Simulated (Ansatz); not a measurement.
Start from this file.

```
CELL_PARAMETERS angstrom
3.97496 0.00000 0.00000
-1.98748 3.44242 0.00000
0.00000 0.00000 25.54802
ATOMIC_POSITIONS crystal
Ge 0.00000 0.00000 0.29271
Ge 0.66667 0.33333 0.32267
Ge 0.66667 0.33333 0.42017
Ge 0.33333 0.66667 0.45181
Ge 0.33333 0.66667 0.54819
Ge 0.00000 0.00000 0.57983
Ge 0.00000 0.00000 0.67733
Ge 0.66667 0.33333 0.70729
```

### Before looking at a picture, describe the arrangement of atoms.

The element is germanium. The cell holds eight atoms. Counting contacts within bonding distance, the coordination numbers are Ge 3 to 4 (mean 3.8). The bonds build Ge layers parallel to (001).

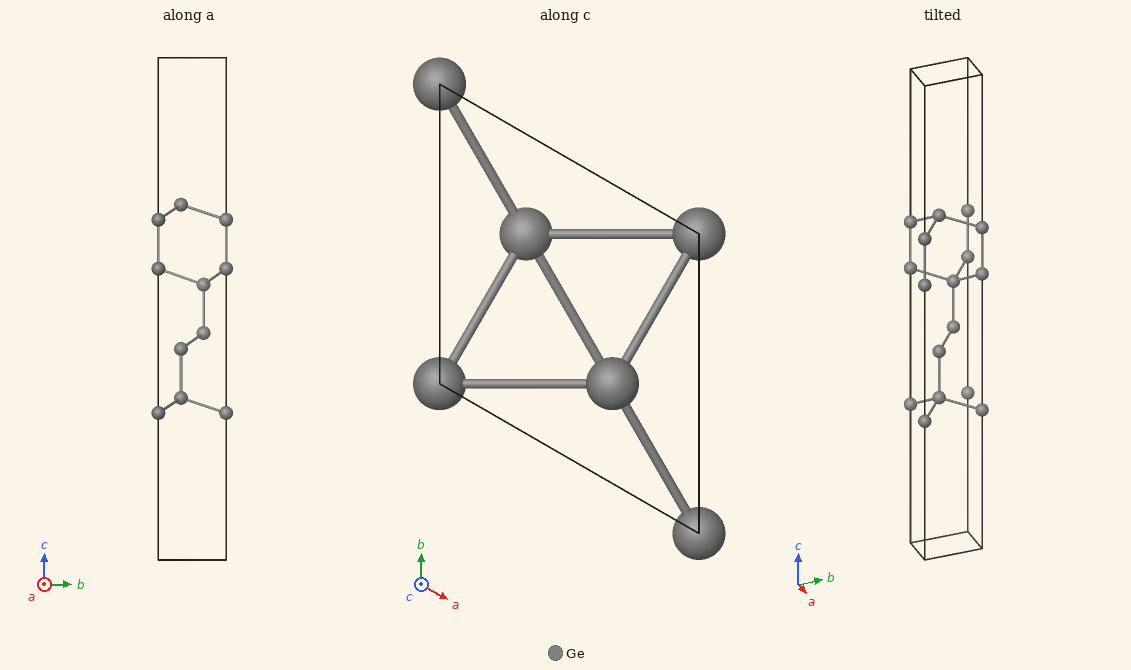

The figure gives a ball-and-stick picture of the atoms, viewed along the a axis, along the c axis and slightly off an axis. The frame is the simulation cell; atoms at its boundary are shown with their periodic copies. Colours: germanium grey.

The initial geometry was a structure listed in the Materials Project, from which a slab was cut. The atoms were relaxed in a fixed cell with DFT LDA, scalar-relativistic, plane waves, PAW (Ansatz).
